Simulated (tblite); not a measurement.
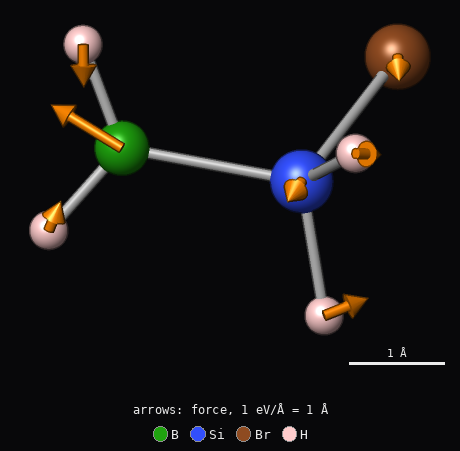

Starting geometry of BSiH4Br with the computed forces as orange arrows. The picture is a ball-and-stick view, seen at a tilt.

These are results of GFN2-xTB geometry optimisation, gas phase in tblite, not measurements. 

What follows when this structure is relaxed?

Answer. It isn't relaxed: the largest force vector, on the B atom, is 0.89 eV/Å. The final displacements follow the starting forces only in part (cosine between the two patterns 0.65). The largest move after the best rigid fit is that of an H atom, 0.19 Å. Largest moves by element: H 0.19 Å, Br 0.10 Å, Si 0.10 Å, B 0.07 Å. Some distances before and after: B–Si 1.924 → 1.948 Å, B–H 1.189 → 1.169 Å, H–Si 1.478 → 1.466 Å. Among the angles between lasting bonds that change: B–Si–H 109.6° → 120.1°, Br–Si–H 109.8° → 100.8°, B–Si–H 109.3° → 117.5°. After 27 geometry steps the energy has fallen by 0.137 eV. Cost: 0.17 s on 1 thread of Arm Neoverse N1, with other jobs on the host.
